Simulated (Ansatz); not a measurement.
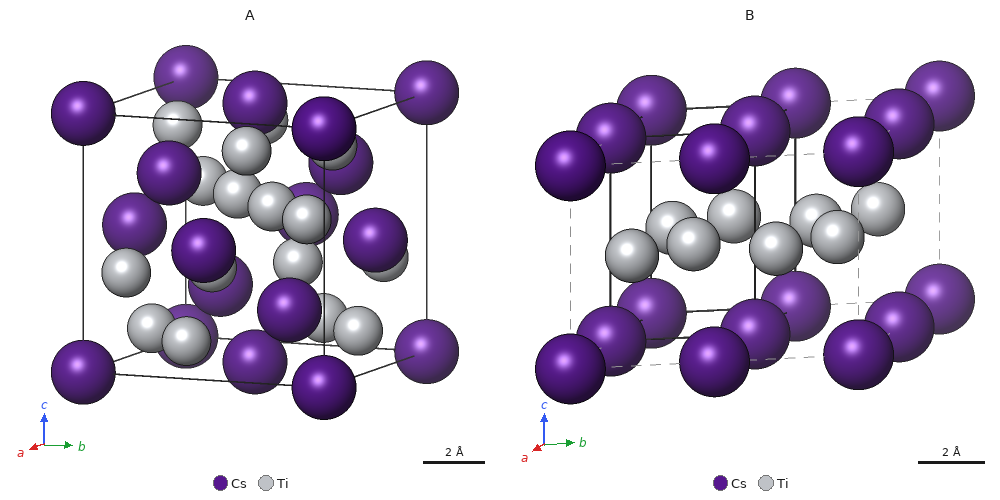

Two structures of CsTi₂, each relaxed to rest (conventional cells in solid outline, small ones repeated, not to one scale). Method: Ansatz, DFT PBE, scalar-relativistic, plane waves, PAW, without spin polarisation.

### Identify the two structures.

A: cubic Laves phase (C15, MgCu₂ type), Fd-3m. B: AlB₂ type, P6/mmm.

### Which polymorph is favoured?

A is lower, by 324 meV/atom at this level of theory (energies at zero smearing). Volumes: A 27.7, B 37.6 Å³/atom.

One or both may be structure types tried for this composition rather than known phases.
